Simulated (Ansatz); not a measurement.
# LaP (model cell, started as zinc blende): phonons and vibrational spectra, part 2 of 2

Wanted: vibrations and spectra of LaP (model cell, started as zinc blende); the cell is already relaxed. After the zone centre comes a 2×2×2 q mesh on a 8×8×8 k mesh.

Ansatz 0.2.0; DFT PBEsol, scalar-relativistic, plane waves, norm-conserving pseudopotentials.

So far. Step 2 (Zone-centre response): Before it was imposed, the acoustic sum rule was missed by 3.8e-5 eV/Å² and the charge sum rule by 9.2e-4 e. Small misses are needed for a sound result but don't prove that mesh and cutoff are converged. The lowest optical mode is real, 240 cm⁻¹.

The structure was built from a prototype and need not be the compound's stable phase.

### 3. Phonons on a q mesh

Stability and thermal properties need the whole zone. Linear response on a 2×2×2 q mesh gives force constants as far as a supercell of that size would, and the tensors from the zone-centre run are typed in so that the long-range dipole term is interpolated apart.

input.yaml

```yaml
crystal:
  lattice:
    - [0.0, 3.2715932356, 3.2715932356]
    - [3.2715932356, 0.0, 3.2715932356]
    - [3.2715932356, 3.2715932356, 0.0]
  atoms:
    - { symbol: La, position: [0.0, 0.0, 0.0] }
    - { symbol: P, position: [0.25, 0.25, 0.25] }
kpoints:
  mp_grid: { grid: [8, 8, 8] }
hamiltonian:
  xc: pbesol
  pseudopotentials: { kind: nc }
scf:
  occupations: { method: fixed }
output:
  eigenvalues: true
phonons:
  method: dfpt
  qmesh: [2, 2, 2]
  temperatures: { t_max: 1000, t_step: 50 }
  qpath:
    path:
      - [[0.0, 0.0, 0.0], [-0.5, -0.5, 0.0], [-0.375, -0.375, 0.25]]
      - [[-0.375, 0.0, 0.375], [0.0, 0.0, 0.0], [0.0, 0.0, 0.5], [-0.5, -0.25, 0.25], [-0.5, -0.5, 0.0]]
    npoints: 10
  non_analytic_term:
    high_frequency_dielectric_tensor: [[8.5786, 0.0, 0.0], [0.0, 8.5786, 0.0], [0.0, 0.0, 8.5786]]
    born_effective_charges:
      - { species: La, tensor: [[3.2247, 0.0, 0.0], [0.0, 3.2247, 0.0], [0.0, 0.0, 3.2247]] }
      - { species: P, tensor: [[-3.2247, 0.0, 0.0], [0.0, -3.2247, 0.0], [0.0, 0.0, -3.2247]] }
    source: "zone-centre run at this cell"
```

Launch:

```bash
$ ansatz run input.yaml --threads 4 --pin off --max-ram 7168MiB --backend cpu --events-out ev --progress --plain --runs-dir out
```

Numbers of over 12 decimals in the logs are rounded to 6 here.

The log of the run:

```text
Warning: phonons: the dynamical matrix that this run interpolates holds no multipole term above the dipole-dipole one, and a site of this crystal is no centre of inversion, so its interpolated transverse optical and acoustic branches and sound speeds can stay off near Gamma, and the density of states and the thermodynamics with them. What a run solves at a wave vector of phonons.qpoints, Gamma apart, where the deck admits one, is free of this, and under fd what a larger phonons.supercell samples
[...]
Crystal: 2 atoms, lattice volume = 70.034 Å³
Basis set: ecut = 1496.626244 eV, 9257 PW (Γ), exchange–correlation on 120×120×120 points (8 copies of the dense FFT grid, shifted against one another)
Bands: 12, of which v1, the nominal top of the filled ones, is band 8 counted from 1 (7 counted from 0)
Symmetry: 24 space group operations
k-points: 29 of 512 (time reversal used)
[...]
SCF iter   1: F=—  HF=-1146.264056 eV  |F-HF|=—  |Δ(HF+E_count)|=         —  Δρ=2.99e-2  dr2=1.42e0  ethr=3.10e-3  ⟨swp⟩=13.2  Hψ=4153  notcnv=0  defer=74
[...]
SCF iter  11: F=-1145.837830 eV  HF=-1145.837830 eV  |F-HF|=3.64e-12  |Δ(HF+E_count)|=  5.73e-11  Δρ=9.23e-8  dr2=5.06e-12  ethr=1.00e-12  ⟨swp⟩=36.9  Hψ=8192  notcnv=0
SCF 1 converged in 11 iterations: F = -1145.837830 eV  dr2 = 5.06e-12
NSCF: frozen V_eff on 29 k-points
[...]
DFPT response loops at q = (0, 0, 0) (fractional): preconditioner auto → none (the input reference at scf.mixing.eps_inf says where Resta's filter doesn't serve); β = 0.50; Broyden in place of MSR1
[...]
SCF converged after 11 iterations
Free energy (F): -1145.837830 eV
[...]
Internal energy: -1145.837830 eV  (E = F + TS)
E sigma→0 (E₀):  -1145.837830 eV
Fermi energy:    5.990463 eV
[...]
--- Band table (eV; the first three rows and the last of 29) ---
  k-point 0: bands = [... 4 lower, -2.4766, 4.6685, 4.6685, 4.6685, 7.6572, 8.8844, 8.8844, 8.8844]
  k-point 1: bands = [... 4 lower, -2.3733, 4.5579, 4.7395, 4.7395, 7.9477, 8.7375, 8.7375, 8.8674]
  k-point 2: bands = [... 4 lower, -2.1401, 4.4884, 4.8991, 4.8991, 8.3421, 8.5978, 8.5978, 8.8350]
  k-point 28: bands = [... 4 lower, -1.6198, 4.7607, 4.9560, 5.9905, 7.3960, 8.5204, 8.7608, 8.8622]
--- Phonons (Γ-DFPT): 2 representative perturbations + reference (Σ response iterations 5) ---
  ASR residual: 1.421e-4 → 0.000e0 eV/Å²; symmetrization residual: 1.978e-7 eV/Å²
  ASR residual per site (eV/Å²): 1.42e-4 9.96e-7
  Γ frequencies (cm⁻¹): 0.00 0.00 0.00 239.50 239.50 239.50
--- Phonons (arbitrary-q DFPT): 3 irreducible q on the 2×2×2 mesh ---
  q = [0.0000, 0.0000, 0.0000] (star 1, of the zone-centre solve; hermiticity 7.40e-8, symmetrization 4.82e-15): -0.00 0.00 0.00 239.50 239.50 239.50
  q = [0.0000, 0.0000, -0.5000] (star 4, 2 solved perturbations on 150 of 512 k-point pairs; hermiticity 2.27e-7, symmetrization 2.99e-9, the responses' own estimated error 7.9e-5 eV/Å²): 27.81 27.81 131.75 232.69 232.69 270.92
  q = [0.0000, -0.5000, -0.5000] (star 3, 4 solved perturbations in 308 linear systems a pass and spin channel, the states on 95 of 512 k-point pairs; hermiticity 1.24e-7, symmetrization 3.01e-10, the responses' own estimated error 7.9e-5 eV/Å²): 60.15 60.15 138.74 218.00 218.00 272.11
  sum rule: each row above includes the acoustic sum rule's correction from the zone centre's row sums; it moved no ω² by more than (0.53 cm⁻¹)²
  mesh force constants: q→R imaginary residual 1.46e-17; ASR residual 1.421e-4 → 0.000e0 eV/Å²; symmetrization residual 1.998e-15 eV/Å²
  interpolated dispersion: 63 rows × 6 modes
  density of states and harmonic sums: on the 16×16×16 q-mesh, interpolated from the force constants of a 2×2×2 supercell (with the dipole–dipole term of supplied tensors)
  largest difference from the sums on the solved wave vectors: F 5.42e-2 eV, S 8.65e-5 and C_V 3.22e-5 eV/K
  zero-point energy: 0.058958 eV/cell   skipped modes (ω ≤ 0): 3   left out of the sums: 1.22e-4 of the cell's modes: C_V's classical limit lies that fraction below 3 k_B per atom; for a crystal, a wire or a layer, F and S can be off by more, and a phonons.interpolated_qmesh denser along its periods is the remedy for the sampling
```

Elapsed: 67 s, on 4 threads of Arm Neoverse V2, shared host; peak memory 2 GiB.

This step gave:

* sum-rule residual before enforcement: 1.42e-4 eV/Å²
* lowest frequency on the path: 0 cm⁻¹
* highest frequency on the path or at a solved wavevector: 301.6 cm⁻¹
* mean frequency: 158.5 cm⁻¹
* Debye temperature (second moment): 339 K
* logarithmic mean frequency: 124.7 cm⁻¹
* lowest mode on the q mesh (acoustic modes at Γ apart): 27.81 cm⁻¹
* zero-point energy per atom: 29.48 meV
* heat capacity at 300 K: 23.45 J/(mol atoms K)
* vibrational entropy at 300 K: 38.52 J/(mol atoms K)
* edges of the widest gap between branches, on path and mesh: 138.7, 218 cm⁻¹

Frequencies (cm⁻¹) solved at each irreducible wavevector; negative means imaginary. Frequencies by wavevector, by row:

```
q in reciprocal lattice units  star  mode 1  mode 2  mode 3  mode 4  mode 5  mode 6
                        0 0 0     1       0       0       0   239.5   239.5   239.5
                     0 0 -0.5     4    27.8    27.8   131.8   232.7   232.7   270.9
                  0 -0.5 -0.5     3    60.1    60.1   138.7     218     218   272.1
```

Interpolated from a 2×2×2 q mesh, with the LO-TO term (at Γ the limit along the path; where Γ stands inside the path, tables give the limit on arrival). Phonon branches along the path, in cm⁻¹:

```csv
point,branch 1,branch 2,branch 3,branch 4,branch 5,branch 6
Γ,0,0,0,240,240,302
X,60,60,139,218,218,272
U,52,87,127,222,232,259
jump to K,52,87,127,222,232,259
Γ,0,0,0,240,240,302
L,28,28,132,233,233,271
W,76,77,125,224,237,251
X,60,60,139,218,218,272
```

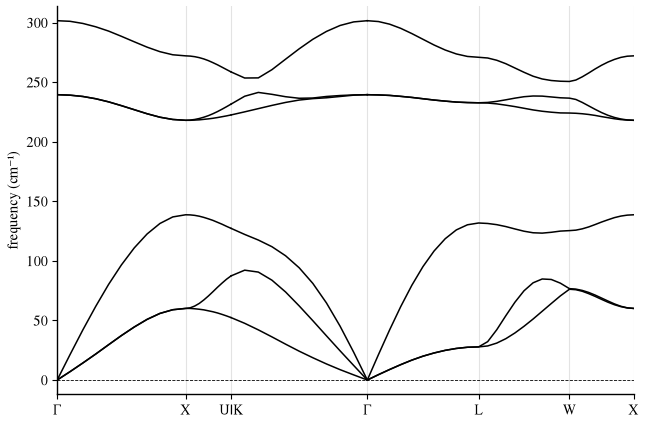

Phonon branches along the path.

The phonon density of states has structure finer than the step of the table below, so its rows give means over 20 cm⁻¹, whole bins alone (the curve runs from 2.5 to 302 cm⁻¹). Peaks (cm⁻¹: height): 57.5: 0.0379, 122.5: 0.0595, 237.5: 0.126, 267.5: 0.0355.

Tetrahedra on a 16×16×16 mesh, mean over bins of 5 cm-1. Interpolated from a 2×2×2 q mesh. Table of phonon density of states by wavenumber; means over each step:

```
wavenumber (cm⁻¹)  phonon density of states (1/cm⁻¹/cell)
               20                                  0.0131
               40                                  0.0339
               60                                  0.0327
               80                                  0.0235
              100                                 0.00892
              120                                  0.0322
              140                                 0.00496
              160                                       0
              180                                       0
              200                                       0
              220                                  0.0399
              240                                  0.0611
              260                                  0.0277
              280                                  0.0181
```

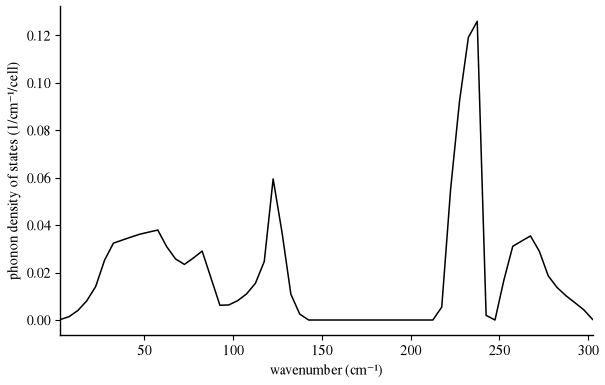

Phonon density of states, plotted against wavenumber.

The partial phonon density of states has structure finer than the step of the table below, so its rows give means over 20 cm⁻¹, whole bins alone (the curve runs from -10 to 320 cm⁻¹). Peaks (cm⁻¹: height): La 48.0: 0.0318, 124.7: 0.0532, 234.6: 0.0240; P 234.6: 0.115, 267.8: 0.0334.

Phonopy on the run's constants, 15x15x15 mesh, Gaussian sigma 2.4 cm-1. Interpolated from a 2×2×2 q mesh. The partial phonon density of states by wavenumber; means over each step; values in 1/cm⁻¹/cell:

```
wavenumber (cm⁻¹)       La        P
                0   5.4e-4   1.2e-4
               20   0.0108  0.00260
               40   0.0271  0.00668
               60   0.0265  0.00604
               80   0.0199  0.00361
              100  0.00777  0.00103
              120   0.0311  0.00157
              140  0.00454   9.3e-5
              160        0        0
              180        0        0
              200   7.5e-8   3.7e-7
              220  0.00772   0.0315
              240   0.0102   0.0513
              260  0.00183   0.0263
              280  0.00146   0.0165
              300   4.9e-4  0.00271
```

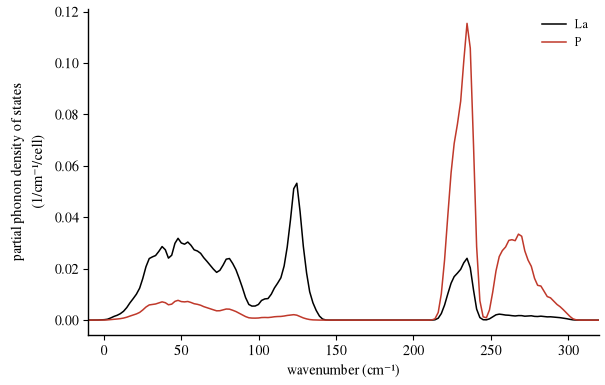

Partial phonon density of states against wavenumber.

Second derivatives of the energy by pair, one row for each kind of neighbour of each atom listed. Each entry sums the pair over the periodic images of the supercell that the q mesh stands for, and in a polar crystal it holds the long-range dipole part too. Force constants by pair, by row:

```
atom  neighbour  distance (Å)  third of the trace (eV/Å²)  along the pair's line (eV/Å²)
 La1     itself             0                       7.125                              –
 La1          P         2.833                      -1.336                         -3.666
 La1         La         4.627                     -0.2674                         -1.189
 La1          P         5.425                     4.00e-4                        -0.0979
 La1         La         6.543                     -0.1785                        -0.1785
  P2     itself             0                        5.82                              –
  P2         La         2.833                      -1.336                         -3.666
  P2          P         4.627                     -0.0519                        -0.9268
  P2         La         5.425                     4.00e-4                        -0.0979
  P2          P         6.543                     -0.1668                        -0.1668
```

Harmonic thermodynamic functions per atom, from the density of states. Interpolated from a 2×2×2 q mesh. Thermodynamic functions, by row:

```csv
T (K),F_vib (meV/atom),S (J/mol-atom/K),C_V (J/mol-atom/K)
0,29.48,0,0
50,27.99,7.276,9.216
100,21.92,15.94,16.11
200,-1.98,29.31,21.83
300,-37.4,38.52,23.45
400,-81.03,45.37,24.08
500,-130.9,50.78,24.38
600,-186,55.24,24.55
700,-245.2,59.03,24.65
800,-308.1,62.33,24.72
900,-374.3,65.24,24.77
1000,-443.3,67.85,24.8
```

Harmonic mean-square displacement, third of the trace. Interpolated from a 2×2×2 q mesh. Mean square displacements, by row:

```
T (K)  La1 U_eq (Å²)  P2 U_eq (Å²)
    0        0.00194       0.00363
  100        0.00755       0.00957
  300        0.02191       0.02575
  600        0.04367       0.05087
```

Symmetry leaves 3 wavevectors to solve. The lowest mode among them, the acoustic zeros apart, lies at q = (0, 0, -0.5) and is real, 27.8 cm⁻¹.

### 4. What came out

| Item | Value |
| --- | --- |
| space group (within 0.01 Å) | F-43m |
| volume per atom | 35.0 Å³ |
| gap on the k-mesh | 1.41 eV |
| highest optical mode at the zone centre (no LO-TO term) | 240 cm⁻¹ |
| top of the zone-centre spectrum with the field | 302 cm⁻¹ |
| lowest optical zone-centre mode | 240 cm⁻¹ |
| mean high-frequency dielectric constant | 8.58 |
| mean static dielectric constant | 13.6 |
| largest Born charge (third of the trace) | 3.22 e |
| lowest mode on the q mesh (acoustic modes at Γ apart) | 27.8 cm⁻¹ |
| highest frequency on the path or at a solved wavevector | 302 cm⁻¹ |
| zero-point energy per atom | 29.5 meV |
| heat capacity at 300 K | 23.4 J/(mol atoms K) |
| vibrational entropy at 300 K | 38.5 J/(mol atoms K) |
| Debye temperature (second moment) | 339 K |
| imaginary modes on the 2×2×2 q mesh | none |

The structure is a minimum as far as tested: no mode is imaginary at the 3 irreducible wavevectors of the 2×2×2 mesh, and the softest away from the acoustic zeros lies at 28 cm⁻¹. Without the field, the optical modes at Γ form one degenerate level at 240 cm⁻¹. The highest mode in this list at Γ, 239.5 cm⁻¹, is mostly motion of P (82 % of the kinetic energy). With the macroscopic field of the longitudinal modes the top of the zone-centre spectrum lies at 302 cm⁻¹, against 240 cm⁻¹ without it. Lattice motion raises the mean dielectric constant from 8.579 to 13.61. The strongest infrared line is at 240 cm⁻¹. Averaged over orientations, the strongest Raman line at 532 nm and 300 K is at 240 cm⁻¹, among the modes without the field; their longitudinal partners can be Raman active too. The tensors are the static, non-resonant ones, while 532 nm light (2.33 eV) lies above the computed gap. On the path and the mesh, the widest gap between branches runs from 139 to 218 cm⁻¹. The program warns that the interpolation holds no quadrupole term, so branches close to Γ can be off in this crystal. Spin-orbit coupling is left out, which can matter for the heavy elements here. The starting cell was built on a prototype and not taken from a measurement, so the phase need not exist. These are harmonic frequencies at zero temperature: anharmonic shifts, linewidths and thermal expansion are left out.

[Logs are printed without paths, hosts, clocks, repeated set-up lines and the standing remarks that a program may print on its own settings, such as how far it seeks lower states.]

[Hosts, paths, dates, database ids (printed as entryN), source tags and the programs' standing remarks are cut or masked in the printed files.]
